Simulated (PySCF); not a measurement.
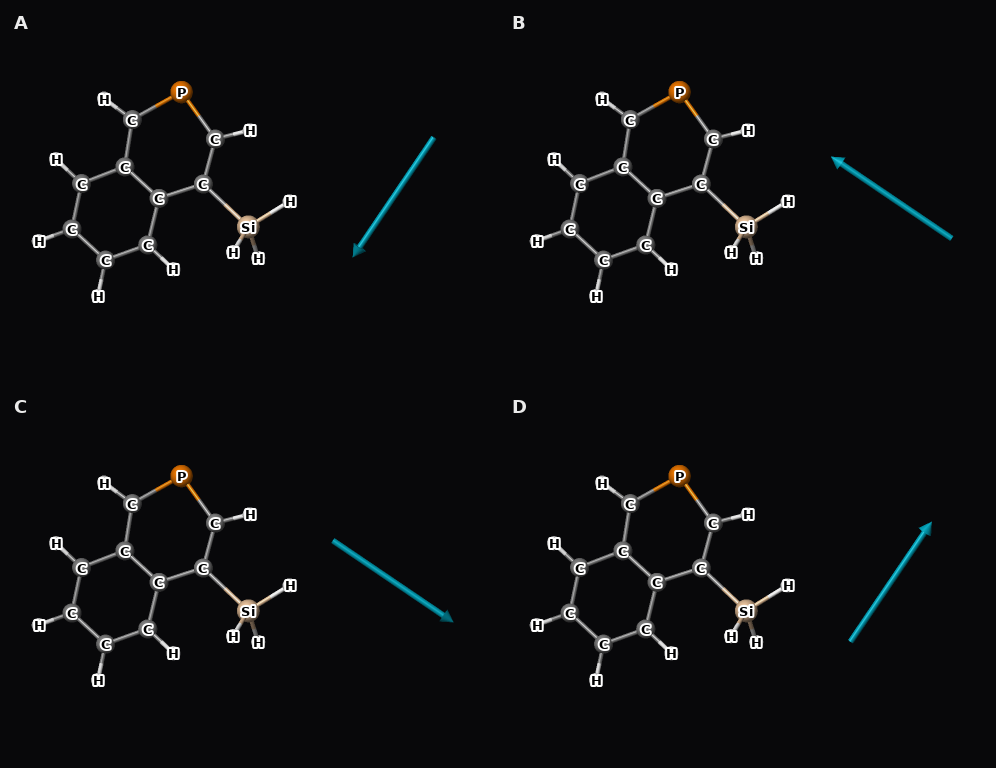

The same molecule four times, each with an arrow. The computed structure is the end point of a GFN2-xTB optimisation. No frequency run is at hand to confirm it as a minimum. Method: PBE0/pcSseg-1, gas phase (PySCF 2.14.0).

Question: Which arrow points along the dipole moment, from the negative to the positive end?

Answer: A. The dipole moment is 1.92 D.

The geometry is semi-empirical. Around P, Si such bond lengths and angles can be off by a tenth of an ångström or more and by several degrees, and values that hang on the shape move with them.
